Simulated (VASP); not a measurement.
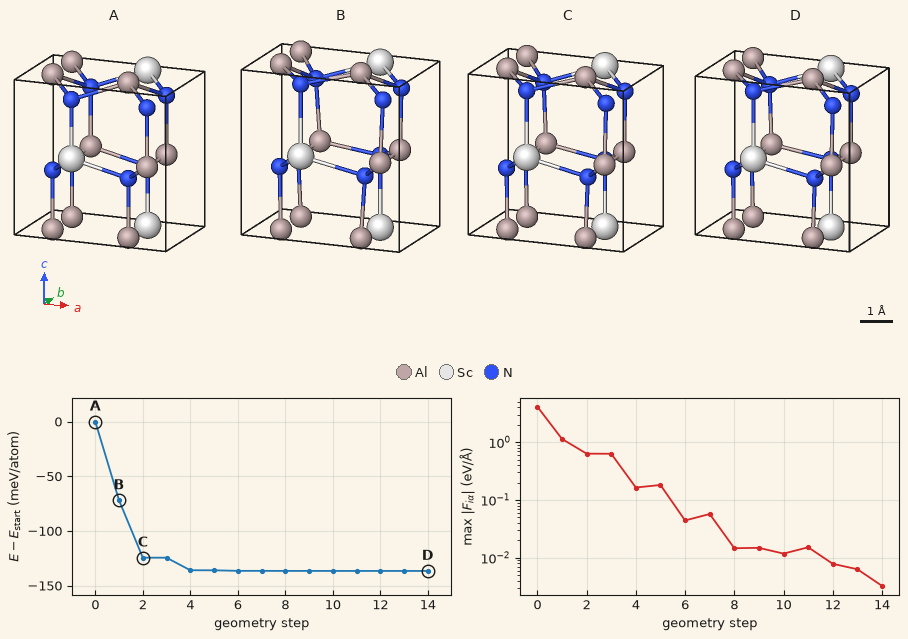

Frames of a relaxation of a crystal of ScAl₃N₄ (a generated structure, set up in P6_3mc), marked on the history of the run. A ball-and-stick model of the cell of the calculation, seen slightly off an axis.

The run lets cell and atoms move.

Theory: VASP 6.6.1, Kohn-Sham DFT of a periodic cell, PBE, VASP PAW PBE potentials, recommended.

The input:
```
SYSTEM = ScAl3N4
PREC = Accurate
ENCUT = 520
EDIFF = 1E-6
ISMEAR = 0
SIGMA = 0.03
LREAL = .FALSE.
LASPH = .TRUE.
NELM = 60
ALGO = Fast
ISIF = 3
LWAVE = .FALSE.
LCHARG = .FALSE.
GGA = PE
IBRION = 2
NSW = 40
EDIFFG = -0.005
```

Command:
```bash
cat potpaw_PBE.64/Al/POTCAR potpaw_PBE.64/Sc_sv/POTCAR potpaw_PBE.64/N/POTCAR > POTCAR
mpirun -np 1 vasp_std > vasp.out
```

### What happens along the run?

The energy falls by 137 meV per atom in 14 geometry steps. Largest force component: 4.1 eV/Å at the start, 0.0033 eV/Å at the end. The pressure goes from 14.98 to 0.04 GPa. The largest moves relative to the cell, 0.16 Å, are those of N atoms. Largest moves by element: N 0.16 Å, Sc 0.06 Å, Al 0.05 Å. The drawn cell changes as follows: a = b 6.374 → 6.484 Å (+1.7 %), c 4.957 → 5.071 Å (+2.3 %); the volume changes by +5.9 %. Among the contacts that change: N–Sc 1.894 → 2.163 Å, N–Sc 1.931 → 2.066 Å, Al–N 1.931 → 1.970 Å, Al–N 1.931 → 1.900 Å. Bond angles that change, for instance: Al–N–Sc 107.6° → 102.8°, N–Al–N 111.2° → 106.5°, Al–N–Al 111.2° → 115.2°. The space group stays P6_3mc (No. 186). From step 0 to 1: N atoms move most (0.21 Å), volume +15.5 %, energy −72.0 meV per atom. From step 1 to 2: N atoms move most (0.08 Å), volume −5.9 %, energy −52.4 meV per atom. From step 2 to 14: N atoms move most (0.04 Å), volume −2.5 %, energy −12.1 meV per atom.

```
step  E − E(0), meV/atom  largest force component, eV/Å  pressure, GPa  volume, Å³/atom
   0                0.00                         4.1065          14.98           10.901
   1              -71.96                         1.1364         -13.35           12.587
   2             -124.36                         0.6322          -4.27           11.840
   3             -124.40                         0.6299          -3.96           11.821
   4             -135.87                         0.1640           1.32           11.461
   5             -135.91                         0.1815           1.00           11.481
   6             -136.43                         0.0442          -0.19           11.559
   7             -136.43                         0.0571          -0.07           11.551
   8             -136.47                         0.0146          -0.03           11.547
   9             -136.48                         0.0148          -0.02           11.546
  10             -136.50                         0.0118           0.01           11.543
  11             -136.50                         0.0152           0.02           11.541
  12             -136.50                         0.0078          -0.02           11.544
  13             -136.50                         0.0063          -0.04           11.545
  14             -136.50                         0.0033           0.04           11.541
```
